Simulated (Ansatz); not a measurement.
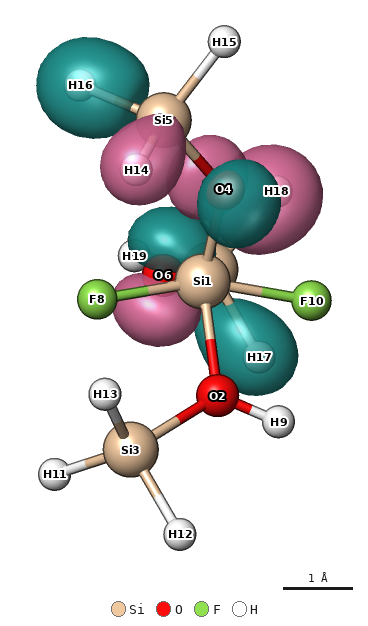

Figure. F₂H₁₀O₃Si₄. One frontier orbital at ±0.15 Å⁻³ᐟ² (teal and pink are the two phases), seen at an oblique angle.

The product side of a reaction path; geometry: PBE0-D4/def2-TZVP.

Level of theory: Ansatz, RKS PBE0-D4/def2-TZVPP.

```xyz
19

Si   -0.3791    0.0064   -0.0192
O     0.4259   -1.1446   -1.2459
Si    2.1313   -1.3795   -1.3352
O    -0.5835    1.5652   -0.4341
Si    0.3032    2.9416   -0.3172
O    -0.7773   -0.5250    1.4659
Si   -2.1361   -1.1398    2.1539
F     1.2519    0.1691    0.3710
H    -0.1889   -1.5886   -1.8398
F    -1.7412   -0.5354   -0.7807
H     2.6250   -2.0081   -0.1004
H     2.2033   -2.3509   -2.4579
H     2.7974   -0.1254   -1.7204
H     1.5089    2.8581   -1.1834
H    -0.5534    4.0576   -0.7873
H     0.7236    3.1963    1.0836
H    -2.4559   -2.4721    1.5778
H    -3.2949   -0.2312    1.9658
H    -1.8600   -1.2937    3.6035
```

> Which orbital is it: HOMO or LUMO?

The HOMO, at −8.69 eV. Its weight (Hirshfeld) is mainly on O6 (about 20 %), O4 (about 15 %), Si7 (about 15 %), H18 (about 10 %), Si5 (about 10 %) and H16 (about 10 %).
